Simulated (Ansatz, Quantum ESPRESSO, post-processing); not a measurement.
# Tuning the work function of Mo(100), part 2 of 2

Which overlayers raise and which lower the work function of Mo(100), and does electronegativity predict it?

Quantum ESPRESSO 7.5; plane-wave DFT, PBE, GBRV ultrasoft pseudopotentials; geometry by Ansatz 0.2.0 with PAW datasets.

So far. Step 8 (Ground state, Au overlayer): Inside the slab this potential holds the local part of the pseudopotentials, which can be repulsive at the nuclei; only its value in the vacuum has a meaning of its own. Step 9 (Projected density of states, Au overlayer): The atomic orbitals miss 0.1 % of the occupied states; for empty states the projections can miss much more.

## 10. Geometry from Ansatz, Pd overlayer

Level of this step: plane-wave DFT, PBE, Ansatz PAW (Ansatz 0.2.0).

System of this step: Mo(100), 5 layers, one monolayer of Pd on hollow sites. The cell holds 6 atoms: 5 Mo and 1 Pd. Its edges and angles: a = 3.150 Å, b = 3.150 Å, c = 25.300 Å, α = 90.0°, β = 90.0°, γ = 90.0°. It derives from Mo. Vacuum lies along c.

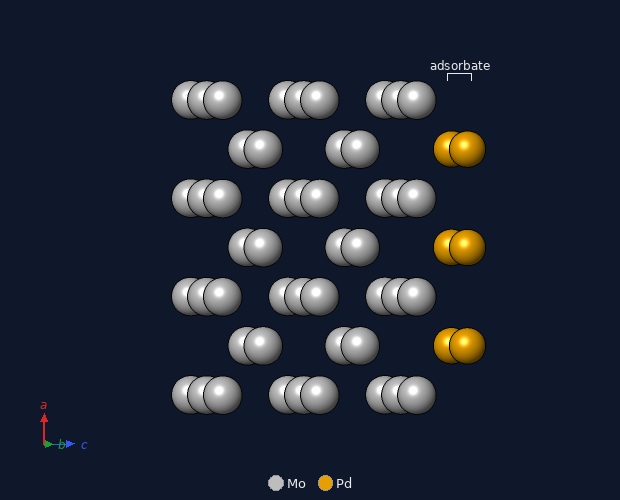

The cell of this step (molybdenum light grey, palladium orange). 3×2×1 cells are drawn. Some periodic images of atoms are drawn too.

input.yaml reads:

```yaml
crystal:
  lattice:
    - [3.15, 0.0, 0.0]
    - [0.0, 3.15, 0.0]
    - [0.0, 0.0, 25.3]
  atoms:
    - { symbol: Mo, position: [0.0, 0.0, 0.3280632411] }
    - { symbol: Mo, position: [0.5, 0.5, 0.3903162055] }
    - { symbol: Mo, position: [0.0, 0.0, 0.45256917] }
    - { symbol: Mo, position: [0.5, 0.5, 0.5148221344] }
    - { symbol: Mo, position: [0.0, 0.0, 0.5770750988] }
    - { symbol: Pd, position: [0.5, 0.5, 0.6523157595] }
kpoints:
  mp_grid: { grid: [8, 8, 1] }
hamiltonian:
  xc: pbe
scf:
  occupations: { method: fermi_dirac, width: 0.1 }
  convergence: { dr2_threshold: 1.0e-08 }
efield:
  axis: 3
  dipole_correction: true
  ramp_position: 0.97
  ramp_width: 0.04
relax:
  f_tol: 0.01
  constraints: [{ sites: [0, 1, 2] }]
output:
  write_potential: true
  write_density: true
  volumetric_format: npy
```

Launch:

```sh
$ ansatz run input.yaml --threads 4 --pin off --max-ram 8192MiB --backend cpu --events-out ev --progress --plain --runs-dir out
```

Elapsed: 22 s, on 4 threads of Arm Neoverse V2, shared host; peak memory 0.67 GiB; 85 s of CPU time.

Step by step:

```
step  energy less that of the first step (eV)  largest force component (eV/Å)
   1                                   0.0000                          1.2287
   2                                  -0.1777                          0.3762
   3                                  -0.2309                          0.1731
   4                                  -0.2322                          0.0691
   5                                  -0.2325                          0.0111
   6                                  -0.2325                          0.0039
```

The atoms that moved most (Å):

```
atom     dx     dy      dz  length
 Pd6  0.000  0.000  -0.384   0.384
 Mo5  0.000  0.000  -0.073   0.073
 Mo4  0.000  0.000   0.009   0.009
```

Final coordinates:

```xyz
6
Lattice="3.1500 0.0000 0.0000 0.0000 3.1500 0.0000 0.0000 0.0000 25.3000" Properties=species:S:1:pos:R:3
Mo    0.0000    0.0000    8.3000
Mo    1.5750    1.5750    9.8750
Mo    0.0000    0.0000   11.4500
Mo    1.5750    1.5750   13.0341
Mo    0.0000    0.0000   14.5273
Pd    1.5750    1.5750   16.1200
```

The relaxation lowers the energy by 39 meV an atom. Held were the atoms numbered 1, 2 and 3; the forces quoted are those on the free ones.

Numbers from this step:

```
free energy                     : -31749.7776 eV
energy at zero smearing         : -31749.6766 eV
smearing term TS                : 0.2021 eV
Fermi energy                    : 5.051 eV
work function of the upper face : 4.827 eV
work function of the lower face : 3.968 eV
dipole along the normal         : -0.04714 e·Å
```

## 11. Self-consistent run, Pd overlayer

Level of this step: plane-wave DFT, PBE, GBRV ultrasoft pseudopotentials (Quantum ESPRESSO 7.5).

Pd.esm.in reads:

```
&control
  prefix = 'Pd.esm'
  outdir = './out'
  pseudo_dir = './pseudo'
  calculation = 'scf'
  tprnfor = .true.
/
&system
  ibrav = 0
  nat = 6
  ntyp = 2
  ecutwfc = 40
  ecutrho = 200
  occupations = 'smearing'
  smearing = 'mv'
  degauss = 0.02
  assume_isolated = 'esm'
  esm_bc = 'bc1'
/
&electrons
  conv_thr = 1e-07
  mixing_beta = 0.4
  electron_maxstep = 120
  mixing_mode = 'local-TF'
/
ATOMIC_SPECIES
  Mo  95.9500  mo_pbe_v1.uspp.F.UPF
  Pd  106.4200  pd_pbe_v1.4.uspp.F.UPF
CELL_PARAMETERS angstrom
  3.15000000000000 0.00000000000000 0.00000000000000
  0.00000000000000 3.15000000000000 0.00000000000000
  0.00000000000000 0.00000000000000 25.30000000000000
ATOMIC_POSITIONS crystal
  Mo  0.000000000000 0.000000000000 -0.154545473220
  Mo  0.500000000000 0.500000000000 -0.092292508820
  Mo  0.000000000000 0.000000000000 -0.030039544320
  Mo  0.500000000000 0.500000000000 0.032573635512
  Mo  -0.000000000000 0.000000000000 0.091594550596
  Pd  0.500000000000 0.500000000000 0.154545473220
K_POINTS automatic
  8 8 1 0 0 0
```

Launch:

```sh
$ OMP_NUM_THREADS=1 mpirun -n 4 pw.x -nk 4 -in Pd.esm.in > Pd.esm.out
```

Wall time 2.4 min (4 MPI ranks); peak memory 0.72 GiB.

Read from the output:

| Property | Result |
| --- | --- |
| free energy | -12179.2124 eV |
| Fermi energy | -4.423 eV |
| vacuum line at the lower end of the cell, over the Fermi level | 3.966 eV |
| vacuum line at the upper end of the cell, over the Fermi level | 4.881 eV |

The potential energy, planar mean oscillates, so the rows of the table below give means over windows of 1.52 Å about each position, cut where the curve ends. Its maxima inside the range that stand out by 2 % of the span (Å: eV): -3.2: -8.02, -1.5: -8.49, 0.0: -8.39, 1.5: -10.2, 3.3: -5.81. Its minima: -3.9: -23.4, -2.3: -24.0, -0.7: -24.0, 0.8: -24.2, 2.3: -24.1, 3.9: -7.26.

Electrostatic potential energy of an electron; zero at the Fermi level. The potential energy, planar mean by z; means over each step:

```
 z (Å)  potential energy, planar mean (eV)
-11.89                                3.97
-10.37                                3.97
 -8.85                                3.96
 -7.33                                3.93
 -5.81                                3.07
 -4.29                               -12.6
 -2.77                               -15.9
 -1.25                               -16.2
  0.27                               -16.0
  1.79                               -17.2
  3.31                               -8.73
  4.83                               0.127
  6.35                                4.75
  7.87                                4.88
  9.39                                4.88
 10.91                                4.88
 12.43                                4.88
```

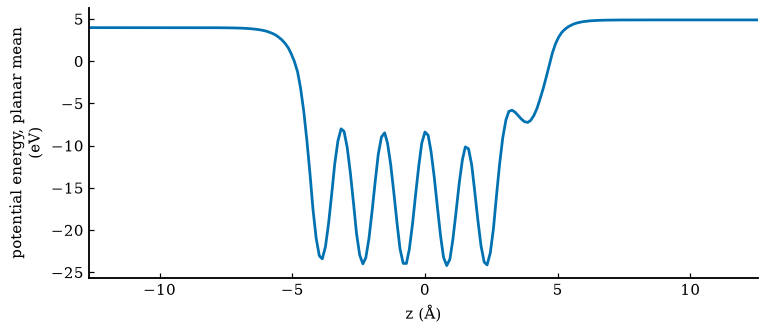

Potential energy, planar mean against z.

The covered face stands at 4.88 eV against 3.91 eV when clean.

Inside the slab this potential holds the local part of the pseudopotentials, which can be repulsive at the nuclei; only its value in the vacuum has a meaning of its own.

## 12. Projected density of states, Pd overlayer

Pd.pdos.in reads:

```
&projwfc
  prefix = 'Pd.esm'
  outdir = './out'
  filpdos = 'Pd.pdos'
  Emin = -12.424
  Emax = -0.423
  DeltaE = 0.1
  ngauss = 0
  degauss = 0.01
/
```

Launch:

```sh
$ OMP_NUM_THREADS=1 mpirun -n 4 projwfc.x -in Pd.pdos.in > Pd.pdos.out
```

It took 1.5 s on 4 MPI ranks; peak memory 0.1 GiB.

Read from the output:

| Quantity | Value |
| --- | --- |
| spilling of the projection | 9.00e-4 |

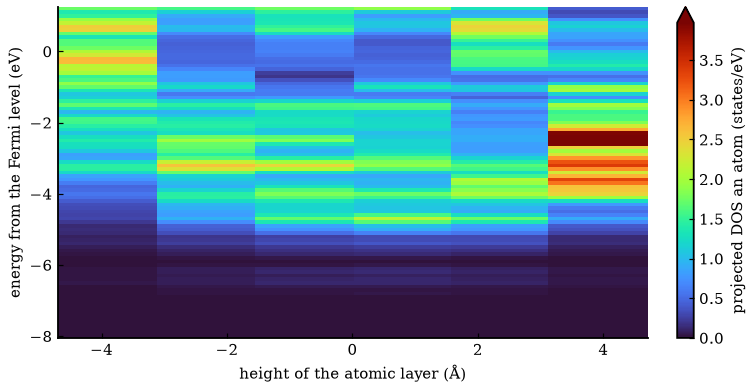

Projected DOS an atom over height of the atomic layer and energy from the Fermi level. Columns are the atomic layers from the bottom up.

The atomic orbitals miss 0.1 % of the occupied states; for empty states the projections can miss much more.

## 13. The series side by side

Against the clean face, with Pauling's electronegativity for orientation:

```
overlayer  electronegativity  height over the top plane (Å)  change of work function (eV)  step from Ansatz's dipole (eV)
       Au               2.54                           1.80                         +1.01                           +0.97
       Pd                2.2                           1.59                         +0.97                           +0.93
```

All levels:

```
level  covered face (eV)  bare face (eV)  Ansatz, covered face (eV)  dipole by Ansatz (e Å)  CPU time (s)
clean              3.908            3.98                      3.901                0.003752         262.1
   Cu                  -               -                      4.663                -0.03795          1889
   Au              4.918           3.997                      4.888                 -0.0493         367.5
   Pd              4.881           3.966                      4.827                -0.04714         580.3
```

## 14. A check by hand

Under Au the faces differ by +0.92 eV. By the Helmholtz relation p = −Δφ A/180.95 = -0.0505 e Å a cell, or -0.24 D; Ansatz's dipole is -0.0493 e Å.

## 15. What came out

- work function of the clean face: 3.91 eV
- change under Au: +1.01 eV
- change under Pd: +0.97 eV

In words: On a clean face of 3.91 eV the changes run from +0.97 eV (Pd) to +1.01 eV (Au) (PBE, GBRV ultrasoft). Of 4 overlayers planned, 2 are shown; the others were not run or did not converge. The bare face moves by 0.03 eV over the row; it should not move at all, so the changes above are uncertain by about as much. Full 1×1 monolayers on one site are model structures; at this coverage neighbours depolarise each other, and real layers may take other sites or reconstruct. The upper layers were relaxed under PBE at the tabulated lattice constant. Spin-orbit coupling is left out; depending on the atoms that carry the levels of interest, it can split and shift them by tenths of an eV to an eV or more.

Comparison with the measured values:

```
                                                 quantity  measured  PBE, GBRV ultrasoft, clean
work function (clean (100) face, which reconstructs) (eV)      4.45             3.91 (-0.54 eV)
```

Measured values from arxiv:1902.07811 (2019).

How well it matches: The work function is off by -0.54 eV: a clear miss. The grades are ours: good and fair within 3 and 7 % for the work function. Other measurements of the same face can differ from the value quoted by 0.1 to 0.2 eV.

[Logs are printed without paths, hosts, clocks, repeated set-up lines and the standing remarks that a program may print on its own settings, such as how far it seeks lower states.]

[Hosts, paths, dates, database ids (printed as entryN), source tags and the programs' standing remarks are cut or masked in the printed files.]

[Maps of the electrostatic potential energy from Ansatz leave out the sawtooth potential of an applied field or a dipole correction, so their vacuum need not be flat; planar profiles and work functions include it.]
